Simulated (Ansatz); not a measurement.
Reaction (SMILES): N#C (CH-N) + H+ → C#[NH+]
B3LYP-D3(BJ)/def2-TZVP geometries, fixed; electronic energies without zero-point terms; positive where energy is released.

Basis-set convergence of the proton affinity at PBE0 with Ansatz (a program for electronic structure). Cartesian d functions, on some or all atoms, in 6-31+G*; all else is spherical. The program fits the integrals of some runs and decomposes those of others, by size. The proton sits at the site shown, which need not be the one that binds it best. No added dispersion term, no relativity. Functions are those of the species that has most. Reference: the value in aug-pcseg-3, 177.42 kcal/mol, itself unsure by roughly 0.03 kcal/mol (its mean distance from aug-cc-pVQZ, cc-pV5Z, def2-QZVPPD). Deviations are taken from unrounded values.

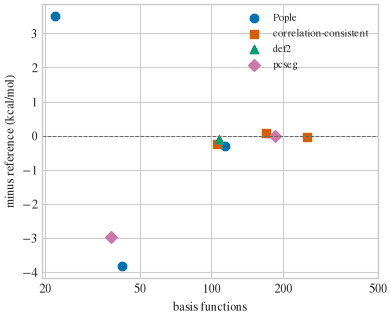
Figure. Deviation from the reference against the number of basis functions, by family of sets.

```csv
basis,functions,proton affinity (kcal/mol),minus reference (kcal/mol)
3-21G,22,180.93,3.51
pcseg-1,38,174.45,-2.97
6-31+G*,42,173.60,-3.82
jun-cc-pV(T+d)Z,106,177.18,-0.24
def2-TZVPPD,108,177.33,-0.09
"6-311++G(3df,3pd)",114,177.10,-0.31
cc-pVQZ,170,177.49,0.07
pcseg-3,186,177.42,0.00
aug-cc-pVQZ,252,177.37,-0.05
```
